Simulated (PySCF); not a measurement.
# GePH₅: geometry, electronic excitations

Wanted: the electronic excitations of GePH₅ (`[PH2][GeH3]`), by calculation.

Computed with PySCF 2.14.0, with density-fitted response routines of our own, on a single molecule in the gas phase. Atoms are numbered from 0 throughout.

**1. Starting geometry**

7 atoms, charge 0, multiplicity 1; geometry from: GFN2-xTB. The atoms were then displaced at random by about 0.01 Å, so the start is not that level's minimum.

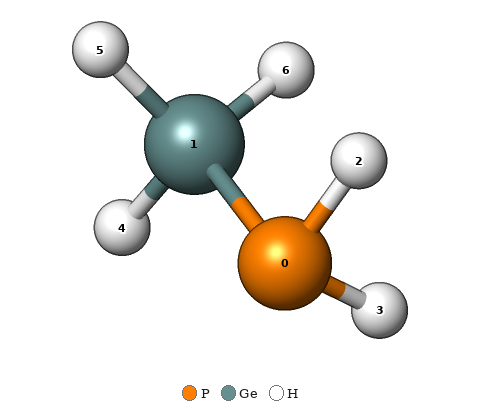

As it starts; phosphorus orange, germanium teal, hydrogen white, atoms numbered.

**2. Optimising the geometry at PBE0-D3(BJ)/def2-SVP**

The job: settings as JSON, then the geometry in Å.

```
{"job": {"xc": "PBE0", "basis": "def2-SVP", "d3": "d3bj", "grid": 1, "shake": 0.01, "kind": "geom"}, "charge": 0, "multiplicity": 1}
P      1.300320    -0.149300     0.873070
Ge    -0.778540     0.169440    -0.094340
H      1.921530     0.537620    -0.164970
H      1.500130    -1.359570     0.263820
H     -1.809080    -0.686170     0.567240
H     -1.243360     1.593580     0.065300
H     -0.857050    -0.134700    -1.560050
```

Command:

```bash
> OMP_NUM_THREADS=1 python probes_run.py task.json out
```

The driver reads the jobs from task.json and runs them one after another.

Output:

```text
step   0  E = -2420.58548809  max force = 0.025486
step   1  E = -2420.58984039  max force = 0.006071
step   2  E = -2420.59024461  max force = 0.001159
step   3  E = -2420.59025974  max force = 0.000240
step   4  E = -2420.59026412  max force = 0.000212
optimisation converged
```

It took 8.4 s on 1 thread of Arm Neoverse V2, shared host; peak memory 0.32 GiB.

The steps of the relaxation:

```csv
step,energy from step 0 (eV),largest force component (eV/Å)
0,0.0000,1.3105
1,-0.1184,0.3122
2,-0.1294,0.0596
3,-0.1298,0.0123
4,-0.1300,0.0109
```

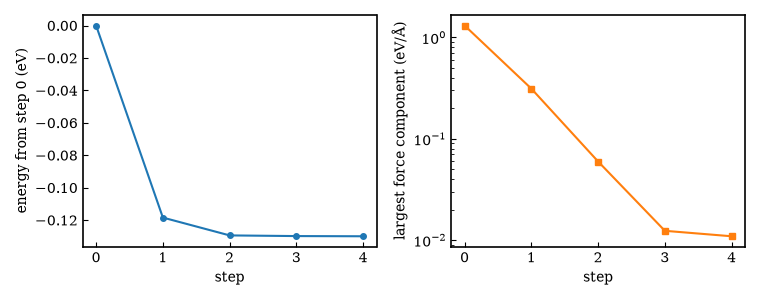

Energy and force, step by step.

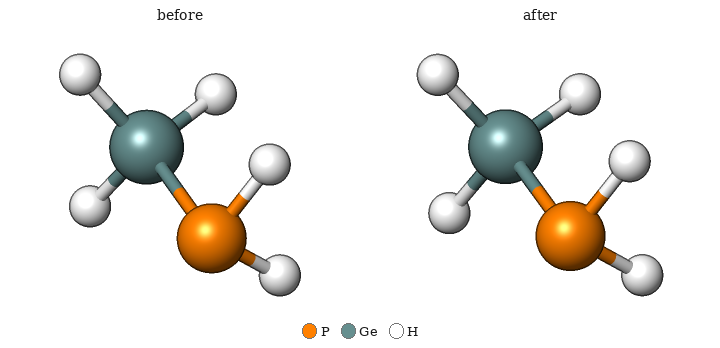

Before and after, at one scale.

Distances of close pairs at the start and the end, largest changes first:

```csv
bond,before (Å),after (Å),change (Å)
P0–H3,1.370,1.429,+0.059
Ge1–H4,1.494,1.539,+0.045
Ge1–H6,1.499,1.540,+0.041
P0–H2,1.391,1.429,+0.038
Ge1–H5,1.507,1.539,+0.033
P0–Ge1,2.315,2.328,+0.013
```

The final coordinates are the input of the step that follows.

```csv
at the end point,value
point group (found at 0.08 Å tolerance),Cs
"rotational constants (GHz, main isotopes)","48.992, 3.778, 3.768"
dipole moment (D),0.86
```

**3. Excited states and response: PBE0/aug-cc-pVTZ**

The job: settings as JSON, then the geometry in Å.

```
{"job": {"kind": "uv", "xc": "PBE0", "basis": "aug-cc-pVTZ"}, "charge": 0, "multiplicity": 1}
P      1.425135    -0.043541     0.813423
Ge    -0.673857     0.233292    -0.153490
H      2.095712     0.682439    -0.219027
H      1.652426    -1.305850     0.183831
H     -1.665287    -0.687051     0.580214
H     -1.102320     1.697177     0.052032
H     -0.693420    -0.095612    -1.658203
```

Method: TDDFT PBE0/aug-cc-pVTZ, vertical, gas phase, core orbitals frozen in the response.

Output:

```text
coarse grid: 26192 points
cycle   1  E = -2420.9909737508  dE = -7.454e-01  |g| = 4.300e-01  |ddm| = 4.816e+00
cycle   2  E = -2420.9891348160  dE =  1.839e-03  |g| = 4.286e-01  |ddm| = 1.145e+00
cycle   3  E = -2421.0101595958  dE = -2.102e-02  |g| = 2.615e-02  |ddm| = 5.682e-01
cycle   4  E = -2421.0103358834  dE = -1.763e-04  |g| = 8.383e-03  |ddm| = 5.697e-02
cycle   5  E = -2421.0103629090  dE = -2.703e-05  |g| = 1.409e-03  |ddm| = 1.871e-02
cycle   6  E = -2421.0103636657  dE = -7.567e-07  |g| = 2.056e-04  |ddm| = 3.029e-03
final grid: 51824 points
cycle   7  E = -2421.0103413578  dE = -3.556e-08  |g| = 1.963e-04  |ddm| = 5.484e-03
cycle   8  E = -2421.0103413579  dE = -1.373e-10  |g| = 2.162e-04  |ddm| = 5.734e-04
cycle   9  E = -2421.0103413654  dE = -7.426e-09  |g| = 1.316e-05  |ddm| = 2.724e-04
cycle  10  E = -2421.0103413654  dE = -4.457e-11  |g| = 3.101e-06  |ddm| = 2.934e-05
converged SCF energy = -2421.0103413654

Static polarisability (au): isotropic 64.333, principal 56.499 57.143 79.357

Singlet excitations
state   eV       nm        f      main configurations
  1   6.1399    201.9   0.02056   H->L 0.55, H->L+1 0.43
  2   6.3264    196.0   0.23402   H->L+1 0.53, H->L 0.40
  3   6.5165    190.3   0.01532   H->L+2 0.87
  4   7.1968    172.3   0.00307   H->L+6 0.44, H->L+3 0.41, H->L+2 0.08
  5   7.2318    171.4   0.01587   H->L+5 0.70
  6   7.4150    167.2   0.00953   H->L+3 0.46, H->L+6 0.39
  7   7.4205    167.1   0.01749   H->L+4 0.82
  8   7.4953    165.4   0.05154   H-1->L 0.59, H->L+8 0.23
  9   7.6050    163.0   0.00623   H-1->L+1 0.38, H->L+7 0.33, H-1->L 0.16
 10   7.6560    161.9   0.05221   H->L+7 0.47, H->L+8 0.24, H-1->L+1 0.21

Triplet excitations (Tamm-Dancoff, eV): 5.2177 5.5808 5.8845 6.8078
```

Run time: 19 s. Hardware: 1 thread of Arm Neoverse V2, shared host; peak memory 0.79 GiB.

Frontier orbitals and where they lie:

```csv
orbital,eV,atoms
HOMO−3,-10.06,"H6 32 %, Ge1 30 %, P0 17 %"
HOMO−2,-9.57,"Ge1 31 %, H5 25 %, H4 24 %"
HOMO−1,-9.01,"P0 30 %, Ge1 25 %, H4 11 %"
HOMO,-7.57,"P0 56 %, Ge1 14 %, H3 10 %"
LUMO,-0.41,"P0 22 %, H6 19 %, H5 16 %"
LUMO+1,-0.26,"Ge1 36 %, H2 18 %, H3 18 %"
LUMO+2,0.30,"P0 44 %, Ge1 21 %, H3 16 %"
```

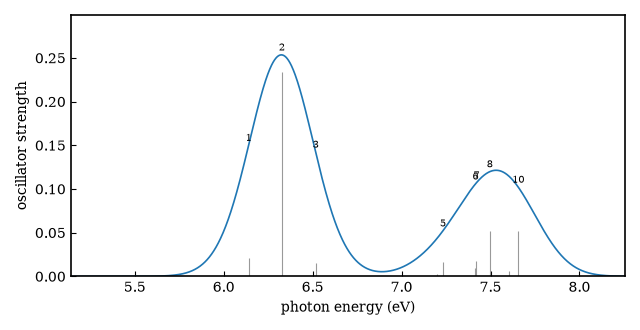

Absorption spectrum from the 10 singlet states computed; above the last one it falls off for lack of states. Lines are broadened to a width of 0.40 eV (Gaussian).

Ground-state properties from the same run:

```csv
property,computed
dipole moment (D),0.69
polarisability (Å³),9.53
HOMO–LUMO gap (eV),7.16
−ε(HOMO) (eV),7.57
```

**4. TDDFT and polarisability: PBE0/def2-TZVPD**

Settings changed since step 3:

```diff
@@ -1,2 +1,2 @@
-{"job": {"kind": "uv", "xc": "PBE0", "basis": "aug-cc-pVTZ"}, "charge": 0, "multiplicity": 1}
+{"job": {"kind": "uv", "xc": "PBE0", "basis": "def2-TZVPD"}, "charge": 0, "multiplicity": 1}
 P      1.425135    -0.043541     0.813423
```

Method: TDDFT PBE0/def2-TZVPD, vertical, gas phase, core orbitals frozen in the response.

Output:

```text
coarse grid: 26192 points
cycle   1  E = -2420.9399011019  dE = -7.501e-01  |g| = 6.193e-01  |ddm| = 2.037e+00
cycle   2  E = -2420.9289117642  dE =  1.099e-02  |g| = 7.174e-01  |ddm| = 7.046e-01
cycle   3  E = -2420.9678247262  dE = -3.891e-02  |g| = 2.463e-02  |ddm| = 3.994e-01
cycle   4  E = -2420.9679312872  dE = -1.066e-04  |g| = 8.684e-03  |ddm| = 2.794e-02
cycle   5  E = -2420.9679559786  dE = -2.469e-05  |g| = 2.148e-03  |ddm| = 1.142e-02
cycle   6  E = -2420.9679576142  dE = -1.636e-06  |g| = 1.489e-04  |ddm| = 2.248e-03
final grid: 51824 points
cycle   7  E = -2420.9679590986  dE = -2.115e-08  |g| = 1.360e-04  |ddm| = 2.170e-03
cycle   8  E = -2420.9679590991  dE = -5.653e-10  |g| = 1.524e-04  |ddm| = 2.271e-04
cycle   9  E = -2420.9679591014  dE = -2.302e-09  |g| = 1.425e-05  |ddm| = 9.765e-05
cycle  10  E = -2420.9679591015  dE = -3.411e-11  |g| = 2.417e-06  |ddm| = 1.600e-05
converged SCF energy = -2420.9679591015

Static polarisability (au): isotropic 63.809, principal 56.049 56.638 78.740

Singlet excitations
state   eV       nm        f      main configurations
  1   6.3352    195.7   0.01917   H->L+1 0.56, H->L 0.42
  2   6.4539    192.1   0.25039   H->L 0.50, H->L+1 0.42
  3   6.5084    190.5   0.01370   H->L+2 0.94
  4   7.3270    169.2   0.00661   H->L+4 0.82, H->L+3 0.11
  5   7.3463    168.8   0.00988   H->L+3 0.75, H->L+4 0.11, H-1->L 0.09
  6   7.6629    161.8   0.08581   H-1->L 0.64, H->L+5 0.22
  7   7.8413    158.1   0.06659   H-1->L+1 0.72, H->L+5 0.25
  8   8.0444    154.1   0.24082   H->L+5 0.47, H-1->L 0.19, H-1->L+1 0.17
  9   8.0707    153.6   0.06051   H-2->L 0.53, H-1->L+2 0.36
 10   8.1978    151.2   0.00304   H-1->L+2 0.49, H-2->L 0.42

Triplet excitations (Tamm-Dancoff, eV): 5.2102 5.5361 6.0335 6.8439
```

Wall time 9.2 s (1 thread of Arm Neoverse V2, shared host); peak memory 0.6 GiB.

Key values: HOMO -7.57 eV, LUMO -0.22 eV; lowest singlet 6.34 eV.

**5. Comparing the runs: electronic excitations**

Excitations and ground-state properties, with basis size and wall time:

```csv
run,lowest singlet (eV),brightest (eV),f,gap (eV),α (Å³),μ (D),functions,time
PBE0/aug-cc-pVTZ,6.14,6.33,0.234,7.16,9.53,0.69,224,19 s
PBE0/def2-TZVPD,6.34,6.45,0.250,7.35,9.46,0.67,142,9.2 s
```

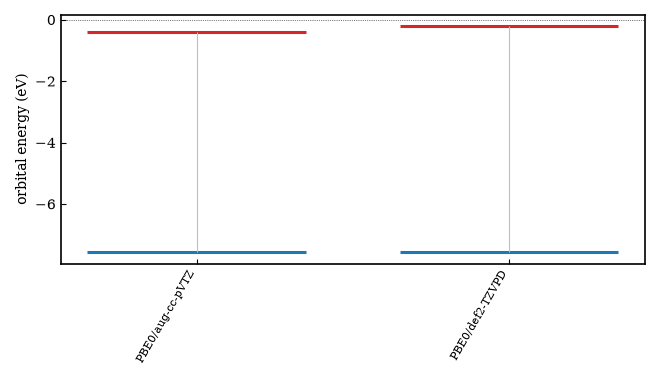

HOMO (blue) and LUMO (red) run by run.

**6. Summary of results**

```
                                quantity                        value
                             point group                           Cs
    rotational constants (main isotopes)        48.99, 3.78, 3.77 GHz
       lowest singlet (PBE0/aug-cc-pVTZ)  6.14 eV (202 nm), f = 0.021
brightest single state of those computed  state 2, 6.33 eV, f = 0.234
                          lowest triplet                      5.22 eV
             range of the lowest singlet              6.14 to 6.34 eV
```

In words: The optimisation took 4 steps and gained 0.130 eV; among the close pairs (by a distance rule), P0–H3 changed most, from 1.370 to 1.429 Å. The first singlet state (HOMO→LUMO 0.55, HOMO→LUMO+1 0.43) lies at 6.14 eV and is weak; of the 10 states computed, the strongest absorption comes from state 2 at 6.33 eV. The lowest triplet lies 0.92 eV below the lowest singlet (triplets in Tamm-Dancoff, singlets in full TDDFT). The lowest singlet runs from 6.14 eV (PBE0/aug-cc-pVTZ) to 6.34 eV (PBE0/def2-TZVPD), while the orbital gap spans 7.16 to 7.35 eV. The lowest state need not be the same one in every run.
